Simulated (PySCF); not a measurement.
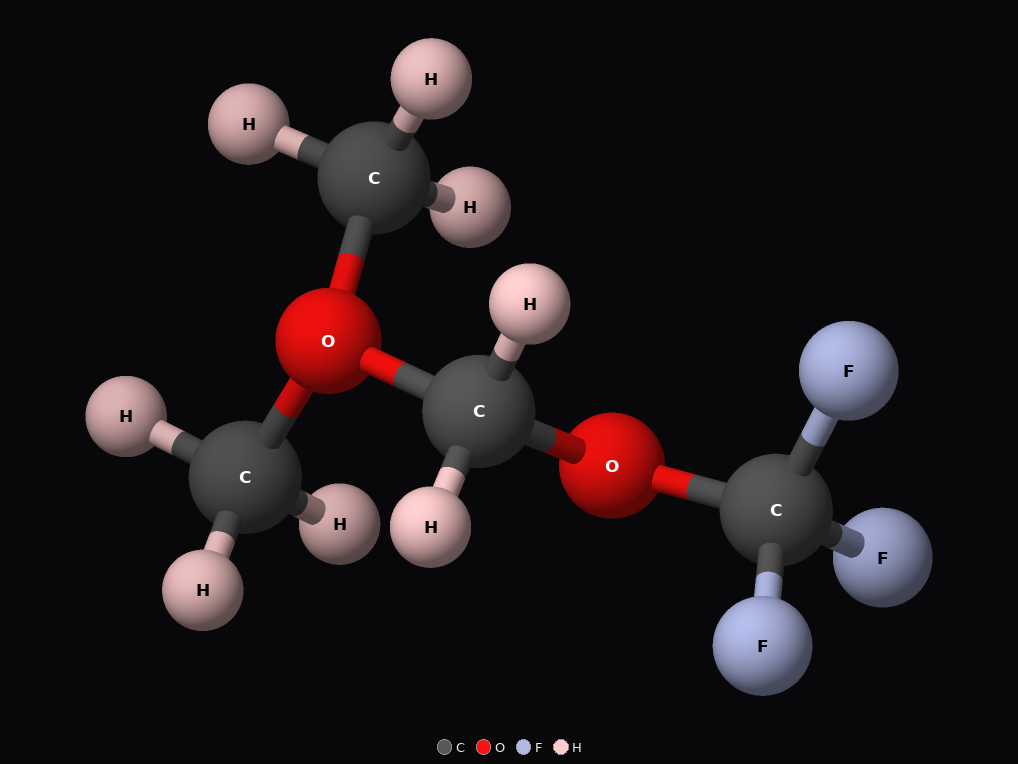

The picture shows a molecular structure as a ball-and-stick model.

Charge +1, singlet. Geometry: an image of a reaction path computed with GFN2-xTB, not a minimum.

> Count the atoms of each element.

C4H8F3O2(+), 17 atoms: 4 carbon, 8 hydrogen, 3 fluorine and 2 oxygen.

> Does it have rings?

It has no ring.
